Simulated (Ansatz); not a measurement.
# Tunnelling across a broken Sn chain: predicting one gap

**Method.** Ansatz 0.2.0, plane waves with PAW datasets at the program's default cutoffs, Fermi-Dirac smearing of 0.05 eV, chains in boxes 7.5 Å wide or more, moments seeded when the perfect chain is relaxed. PBE, no spin-orbit coupling; one bond is opened by s Å beyond its relaxed length, the other atoms of a straight cell of 12 kept, without spin, and the conductance taken at 300 K.

| run | G (G₀) | largest error term (%) | s | ln G |
| --- | --- | --- | --- | --- |
| +1.8 Å | 0.3982 | 1 | 1.8 | −0.9209 |
| +2.5 Å | 0.09663 | 2 | 2.5 | −2.337 |
| +4.2 Å | 0.00284 | 5 | 4.2 | −5.864 |

One run is withheld: run = +3.3 Å, with s = 3.3. Fit a straight line ln G = a + b × s to the 3 rows shown and predict it.

**Fit.** The means are 2.833 for s and −3.041 for ln G. The sum of products of deviations is −6.283 and the sum of squares in s is 3.047, so b = −6.283 / 3.047 = −2.062 and a = −3.041 − (−2.062) × 2.833 = 2.803. The residuals' standard deviation, with 1 degree of freedom, is σ = 0.02.

**Prediction.** ln G = 2.803 + (−2.062) × 3.3 = −4.003, that is 0.0183 G₀. The run gave 0.0184 G₀ (ln G = −3.998), so the prediction less the run is −0.0049. The standard error of a prediction there, σ√(1 + 1/3 + (3.3 − 2.833)²/3.047), is 0.024, and the miss is 0.2 times that, for a point between the fitted rows. With so few rows σ is itself uncertain.

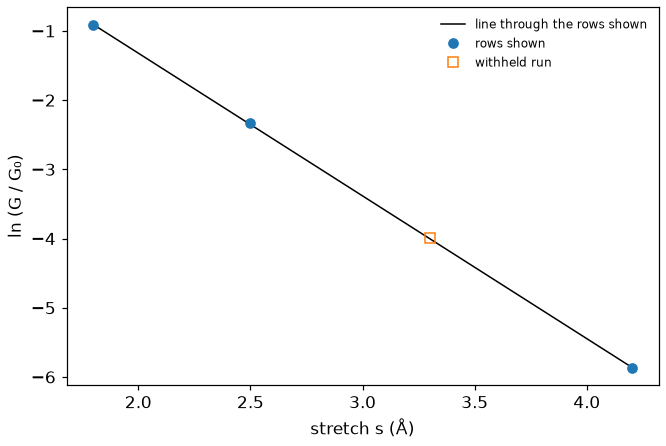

The fitted line, the rows shown and the withheld run.

Caveats: Between neighbouring runs the slope of ln G lies between −2.08 and −2.02 per Å, so one exponential is an approximation. Error terms (up to 5 %, withheld run included) bound how much a small miss can mean. Broken ends may want a moment where none was allowed. No image potential, spin-orbit coupling or relaxation; a bent or dimerised chain may be lower in energy. Series of this kind are told only where this holds: one magnetic state in all runs, error terms under 60 %, and the runs' own leads conduct as the perfect chain does. 36 of 42 did.
